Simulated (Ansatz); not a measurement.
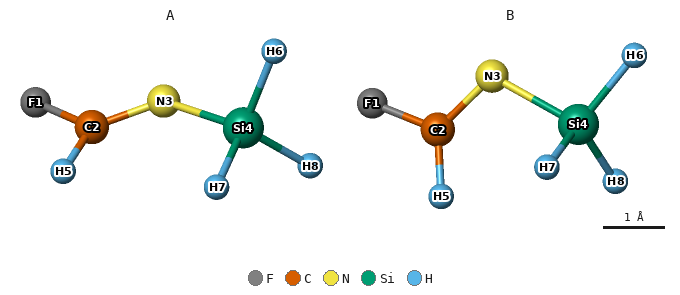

Two geometries of CH$_{4}$FNSi (coarse preliminary run), drawn at one scale. One is the start of a relaxation, the other its converged end. The picture is a ball-and-stick view, seen at a tilt.

Level of theory: RKS PBE-D4/def2-SVP in Ansatz. (force threshold 0.03 eV/Å; at most 200 steps)

Question: Which geometry has the lower energy?

Answer: Structure A is the relaxed one. The start comes from a force field. The energy falls by 30.5 kJ/mol in 17 geometry steps. Largest force component: 3 eV/Å at the start, 0.009 eV/Å at the end. The forces were under the threshold at step 5, but the run went on from there. H5 moves most after the best rigid fit: 0.97 Å. By element the largest moves are H 0.97 Å, N 0.58 Å, F 0.22 Å, Si 0.13 Å, C 0.11 Å. Some distances before and after: N3–Si4 1.818 → 1.758 Å, C2–N3 1.303 → 1.253 Å, Si4–H7 1.463 → 1.512 Å, Si4–H8 1.454 → 1.500 Å. Among the angles between lasting bonds that change: C2–N3–Si4 111.5° → 126.6°, F1–C2–H5 114.9° → 109.0°, N3–Si4–H7 107.2° → 112.6°. Groups turn about N3–Si4 by about 60°. Cost: 16 s on 2 threads of AMD EPYC 9R14, on a shared host.
